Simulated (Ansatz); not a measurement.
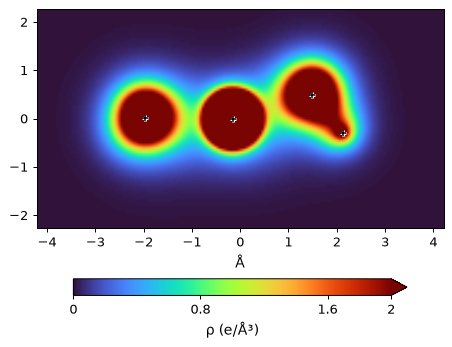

The total electron density on a plane through atoms (crosses mark nuclei in the plane).

All numbers below come from isolated molecule in a Gaussian basis; Kohn-Sham density functional theory, functional PBE0 (Ansatz 0.2.0).

Candidates:
A. BH8PSi2 (SMILES BP([SiH3])[SiH3])
B. GaH3N2 (SMILES [NH-][Ga+][NH2])
C. AlH2NO (SMILES [NH2][Al+][O-])

Which candidate gave the map?

Answer. Candidate B: GaH3N2 on the plane of atoms Ga1, N2 and H4, which holds Ga, N and H. Ga–N (1.72 Å): ρ is about 1.1 e/Å³ halfway. N–H (1.02 Å): ρ at the midpoint is about 2.8 e/Å³.
